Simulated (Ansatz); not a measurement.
# GeHBr3: geometry, orbitals and charge

What does GeHBr3 look like as a singlet, and where do its frontier electrons sit?

Computed with Ansatz 0.2.0, Gaussian basis. Level: RKS PBE0-D4/def2-TZVP.

Plan: relaxation at r2SCAN-D4/def2-SVP; a search for the lowest solution at PBE0-D4/def2-SVP; a single point at PBE0-D4/def2-TZVP.

**1. Where the work starts**

5 atoms, charge 0, spin multiplicity 1.

Atoms are counted from 1 here; the program's logs count them from 0.

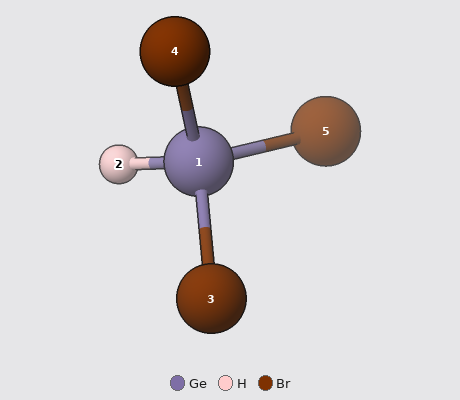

The starting geometry (germanium purple, hydrogen pink, bromine brown); atoms are numbered from 1 in the order of the file.

The start is a GFN2-xTB geometry.

**2. Relaxation at r2SCAN-D4/def2-SVP**

in.yaml

```yaml
crystal:
  periodic: [false, false, false]
  atoms:
    - {symbol: Ge, position_ang: [-0.001010, -0.001910, 0.139660]}
    - {symbol: H, position_ang: [0.006900, -0.014260, 1.670720]}
    - {symbol: Br, position_ang: [2.182210, 0.011160, -0.612250]}
    - {symbol: Br, position_ang: [-1.097240, 1.895780, -0.582690]}
    - {symbol: Br, position_ang: [-1.090870, -1.890760, -0.615440]}
basis:
  gaussian: {orbitals: def2-SVP}
hamiltonian: {xc: r2scan, dispersion: d4}
scf: {lower_state_search: "off"}
output: {orbitals: {seedname: orbitals}}
relax: {f_tol: 0.02, max_steps: 100}
```

Command:

```bash
$ ansatz run in.yaml --threads 4 --pin off --events-out ev --progress --plain --max-ram 3916MiB
```

Output, shortened:

```text
Functional definition: r2SCAN
  name "r2SCAN"
  cite "Furness, Kaplan, Ning, Perdew & Sun, J. Phys. Chem. Lett. 11, 8208 (2020) doi:10.1021/acs.jpclett.0c02405"
  cite "Furness, Kaplan, Ning, Perdew & Sun, J. Phys. Chem. Lett. 11, 9248 (2020) doi:10.1021/acs.jpclett.0c03077"
  parent r2scan
[...]
1444 factors; their error is unknown
[...]
mean field -266643.80694626 eV, -9798.9791676113 hartree, gradient 5.4e-6 eV, S^2 0.000000; 0 other end points of the search recorded, 0 dependent functions left out
[...]
reference -266643.80695390 eV, -9798.9791678920 hartree; 69, 69 occupied and 64, 64 virtual orbitals, 1444 factors
relax step   1: F+E_penalty+E_count = -266643.85127253 eV  Δ(F+E_penalty+E_count) = +0.000e0 eV  max|allowed force component| = 2.281e-1 eV/Å  Δτ_max = 0.0000 Å  (14 SCF iters, accepted)
[...]
relax step   2: F+E_penalty+E_count = -266643.85870451 eV  Δ(F+E_penalty+E_count) = -7.432e-3 eV  max|allowed force component| = 3.931e-2 eV/Å  Δτ_max = 0.0364 Å  (18 SCF iters, accepted)
[...]
relax step   3: F+E_penalty+E_count = -266643.85918822 eV  Δ(F+E_penalty+E_count) = -4.837e-4 eV  max|allowed force component| = 2.435e-3 eV/Å  Δτ_max = 0.0077 Å  (19 SCF iters, accepted)
Total energy: -266643.85919585 eV, -9798.9810877483 hartree
Atom 0 at     0.000470    -0.001447     0.159101 Å, force     0.001570     0.000317    -0.001163 eV/Å
Atom 1 at     0.006782    -0.014453     1.687056 Å, force    -0.000552    -0.000489    -0.002435 eV/Å
Atom 2 at     2.157564     0.010033    -0.623871 Å, force    -0.002411    -0.000157     0.001196 eV/Å
Atom 3 at    -1.086400     1.873674    -0.594856 Å, force     0.000517    -0.001398     0.000938 eV/Å
Atom 4 at    -1.078426    -1.867798    -0.627429 Å, force     0.000875     0.001726     0.001464 eV/Å
Dipole moment:     0.000726    -0.002241     0.249305 e Å
Checks for a lower state left out: stability, starts, cluster_reference, orbital_swaps, neighbouring_geometries, increment
```

It took 13 s on 4 threads of Intel Xeon at 2.50GHz, shared host.

Along the way:

| step | energy from step 1 (eV) | largest force component (eV/Å) |
| --- | --- | --- |
| 1 | 0.0000 | 0.2281 |
| 2 | -0.0074 | 0.0393 |
| 3 | -0.0079 | 0.0024 |

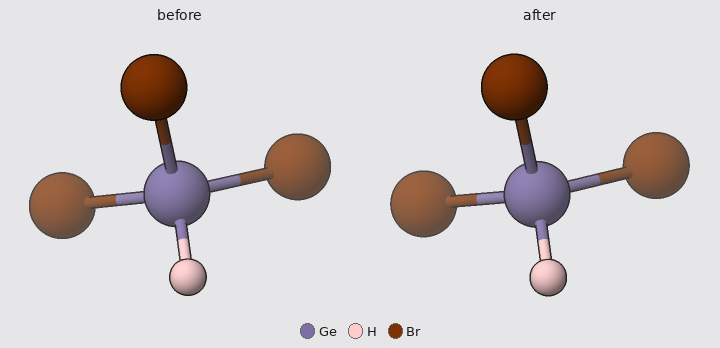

Before and after, at one scale.

Close pairs (by a distance rule), those that changed most:

| bond | before (Å) | after (Å) | change (Å) |
| --- | --- | --- | --- |
| Ge1–Br3 | 2.309 | 2.295 | -0.014 |
| Ge1–Br5 | 2.308 | 2.295 | -0.013 |
| Ge1–Br4 | 2.308 | 2.295 | -0.013 |
| Ge1–H2 | 1.531 | 1.528 | -0.003 |

Bonds by kind at the end (by distance):

| bond | count | shortest (Å) | longest (Å) |
| --- | --- | --- | --- |
| Br–Ge | 3 | 2.295 | 2.295 |
| Ge–H | 1 | 1.528 | 1.528 |

**3. Searching for the lowest solution, PBE0-D4/def2-SVP**

start.molden holds the orbitals of an earlier run on this state, given as this run's starting guess.

in.yaml

```yaml
crystal:
  periodic: [false, false, false]
  atoms:
    - {symbol: Ge, position_ang: [0.000470, -0.001447, 0.159101]}
    - {symbol: H, position_ang: [0.006782, -0.014453, 1.687056]}
    - {symbol: Br, position_ang: [2.157564, 0.010033, -0.623871]}
    - {symbol: Br, position_ang: [-1.086400, 1.873674, -0.594856]}
    - {symbol: Br, position_ang: [-1.078426, -1.867798, -0.627429]}
basis:
  gaussian: {orbitals: def2-SVP, initial_orbitals: start.molden}
hamiltonian: {xc: pbe0, dispersion: d4}
output: {orbitals: {seedname: orbitals}}
```

Same command.

Output:

```text
Functional definition: PBE0
  name "PBE0"
  cite "Adamo & Barone, J. Chem. Phys. 110, 6158 (1999) doi:10.1063/1.478522"
  cite "Perdew, Burke & Ernzerhof, Phys. Rev. Lett. 77, 3865 (1996) doi:10.1103/PhysRevLett.77.3865"
  parent pbe
  parameter a = 0.25
  parameter kappa = 0.804
  parameter beta = 0.06672455060314922
  exchange = (1 - a)*pbe_x(kappa = kappa, mu = beta*pi^2/3) + a*exact_x
  correlation = pbe_c(beta = beta)
1276 factors; integrals over basis functions are off by at most 1.4e-3 eV
mean field evaluation 1: about -266613.0590 eV, gradient 6.2e0 eV
mean field evaluation 2: about -266613.1086 eV, gradient 5.7e-2 eV
mean field evaluation 4: about -266613.1188 eV, gradient 5.7e-5 eV
mean field evaluation 8: about -266612.4385 eV, gradient 1.9e1 eV
mean field evaluation 16: about -266613.1188 eV, gradient 6.4e-3 eV
mean field -266613.11881416 eV, -9797.8513995579 hartree, gradient 1.0e-5 eV, S^2 0.000000; 1 other end points of the search recorded, 0 dependent functions left out
reference -266613.11883855 eV, -9797.8514004540 hartree; 69, 69 occupied and 64, 64 virtual orbitals, 1276 factors
Total energy: -266613.30339808 eV, -9797.8581828915 hartree
```

Wall time 9.5 s (4 threads of Intel Xeon at 2.50GHz, shared host).

Report: HOMO -8.51 eV, LUMO -1.98 eV.

**4. Single point, PBE0-D4/def2-TZVP**

in.yaml: that of step 3 with these lines changed.

```diff
@@ -9,4 +9,5 @@
 basis:
-  gaussian: {orbitals: def2-SVP, initial_orbitals: start.molden}
+  gaussian: {orbitals: def2-TZVP, initial_orbitals: start.molden}
 hamiltonian: {xc: pbe0, dispersion: d4}
+scf: {omitted_lower_state_checks: [starts]}
 output: {orbitals: {seedname: orbitals}}
```

Same command.

Output, shortened:

```text
Functional definition: PBE0
  name "PBE0"
  cite "Adamo & Barone, J. Chem. Phys. 110, 6158 (1999) doi:10.1063/1.478522"
  cite "Perdew, Burke & Ernzerhof, Phys. Rev. Lett. 77, 3865 (1996) doi:10.1103/PhysRevLett.77.3865"
  parent pbe
[...]
1362 factors; integrals over basis functions are off by at most 1.2e-3 eV
[...]
mean field -266645.81204028 eV, -9799.0528534573 hartree, gradient 1.9e-5 eV, S^2 0.000000; 0 other end points of the search recorded, 0 dependent functions left out
reference -266645.81206862 eV, -9799.0528544989 hartree; 69, 69 occupied and 129, 129 virtual orbitals, 1362 factors
Total energy: -266645.99662815 eV, -9799.0596369364 hartree
Checks for a lower state left out: starts
```

It took 14 s on 4 threads of Intel Xeon at 2.50GHz, shared host.

Report: HOMO -8.62 eV, LUMO -2.15 eV.

Mulliken charges, from this run's orbitals:

| atom | value (e) |
| --- | --- |
| Ge1 | 0.64 |
| H2 | 0.09 |
| Br3 | -0.24 |
| Br4 | -0.24 |
| Br5 | -0.24 |

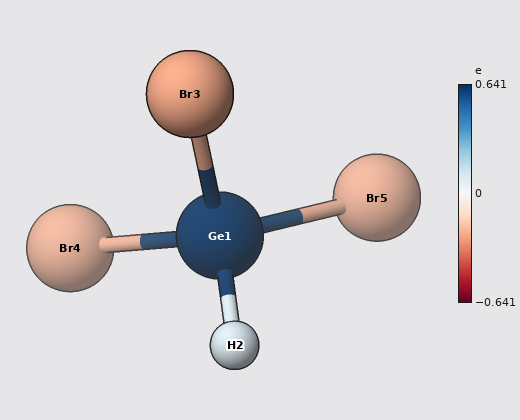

Mulliken charges, from this run's orbitals, as colours on the atoms.

Largest Mayer bond orders: Ge1–Br3 1.04; Ge1–Br4 1.04; Ge1–Br5 1.04; Ge1–H2 0.87.

**5. Summary of results**

```
                       quantity                            value
                    point group                              C3v
 commonest bond, hydrogen aside  Br–Ge, 3 of mean length 2.295 Å
HOMO, LUMO at PBE0-D4/def2-TZVP                  -8.62, -2.15 eV
   dipole at r2SCAN-D4/def2-SVP                           1.20 D
```

The molecule keeps its bonding pattern by the stored test; the atoms moved 0.02 Å (rms). No usable vibrations, so a minimum isn't proven.
